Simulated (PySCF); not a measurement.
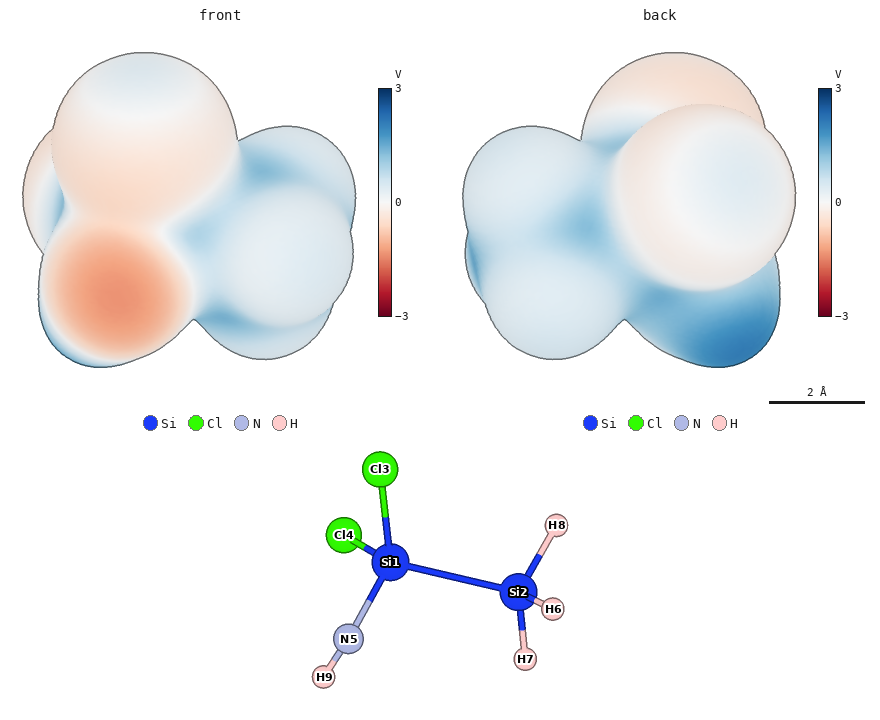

Figure. Cl$_{2}$H$_{4}$NSi$_{2}$ (SMILES [NH][Si]([SiH3])(Cl)Cl) (doublet). The molecular electrostatic potential painted on the density surface at 0.002 e/bohr³, seen from the front and from behind; the colour scale runs from red (negative) to blue (positive). The bare structure is drawn below in the same view.

Geometry: PBE0-D3(BJ)/def2-SVP.

Theory: UKS B3LYP, IGLO-III on Cl N Si, pcH-1 on H, non-relativistic, mean-field spin-orbit, GIAO in PySCF.

| atom | x (Å) | y (Å) | z (Å) |
| --- | --- | --- | --- |
| Si | 0.3871 | 0.5049 | 0.6875 |
| Si | -0.7099 | -1.0826 | -0.6404 |
| Cl | -0.6149 | 0.7278 | 2.4722 |
| Cl | 2.3082 | -0.1570 | 1.1049 |
| N | 0.3180 | 2.0140 | -0.1666 |
| H | -2.1064 | -0.6306 | -0.9035 |
| H | 0.0313 | -1.2404 | -1.9268 |
| H | -0.7150 | -2.3752 | 0.1059 |
| H | 1.1459 | 2.2158 | -0.7416 |

Q: Describe the electrostatic potential map.

A: The most negative region (about −1.3 V) lies over N5, the most positive (about +2.0 V) over H9. Cl3 shows a σ-hole: about +0.3 V at the tip opposite its bond, against about −0.3 V on its flanks. Cl4 shows a σ-hole: about +0.3 V at the tip opposite its bond, against about −0.2 V on its flanks. N5 is the likeliest acceptor of a hydrogen bond.
